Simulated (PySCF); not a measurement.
## Electronic structure of B₃H₆N₃O₂Si in real space

```
atom    x (Å)    y (Å)    z (Å)
   N   0.0277  -1.2716  -0.1932
   B  -1.3627  -1.5717  -0.1139
   N  -2.2613  -0.4831   0.0989
   B  -1.8157   0.8663   0.2346
   N  -0.4147   1.1091   0.1484
   B   0.5357   0.0610  -0.0702
   O   1.8868   0.3238  -0.1378
  Si   3.1607   0.7101  -1.1522
   O   4.3831   0.8532  -0.0346
   H   0.6857  -2.0254  -0.3422
   H  -1.7649  -2.7073  -0.2224
   H  -3.2520  -0.6757   0.1578
   H  -2.5970   1.7715   0.4168
   H  -0.0732   2.0566   0.2429
   H   4.1478   0.7005   0.8907
```

Geometry: PBE0-D3(BJ)/def2-SVP.

Computed with PBE0/pcSseg-1, SCF density, gas phase, non-relativistic in PySCF.

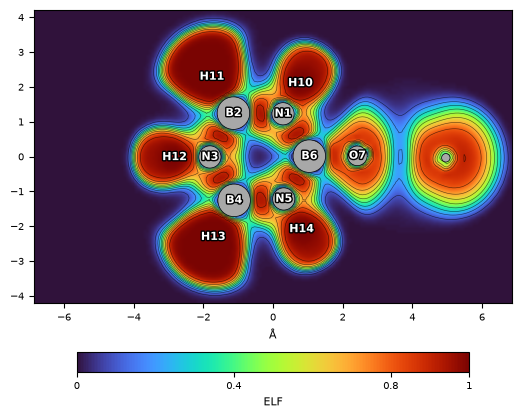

Figure 1. Electron localisation function on the plane of atoms B6, N1 and H10. Grey discs cover the atomic cores.

Interpret the plot.

Answer. The plane passes through N, B, O and H nuclei. B–O (1.38 Å): the ELF peaks at about 0.90 between the atoms, as expected for a short, strongly polar bond. B–N (1.42 Å): the ELF peaks at about 0.95 between the atoms (a short, strongly polar bond). N–H (1.01 Å): the ELF climbs to about 1 towards the hydrogen, as it does in any bond to H (a covalent bond by its length). B–H (1.21 Å): the ELF climbs to about 1 towards the hydrogen (an ordinary covalent bond to hydrogen). The ELF also peaks beside O7 and O9, away from the bonds: lone-pair regions.

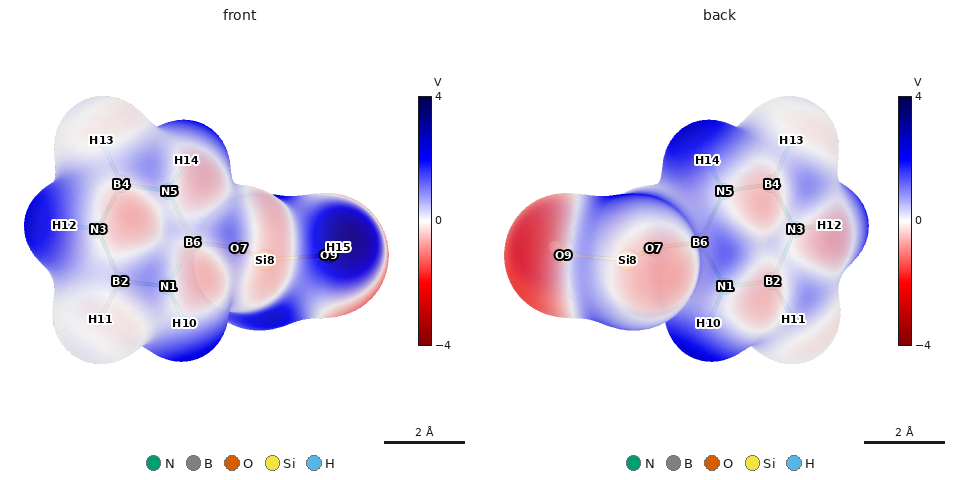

Figure 2. The molecular electrostatic potential painted on the density surface at 0.004 e/bohr³, seen from the front and from behind; red is negative and blue positive.

Which sites attract a positive test charge, and which a negative one?

Answer. A positive charge is drawn to the negative regions and a negative charge to the positive ones. The most negative region (about −1.6 V) lies over O9, the most positive (about +3.0 V) over H15. O9 is the likeliest acceptor of a hydrogen bond.

What dipole moment does the calculation give?

Answer. Its dipole moment is 1.41 D.
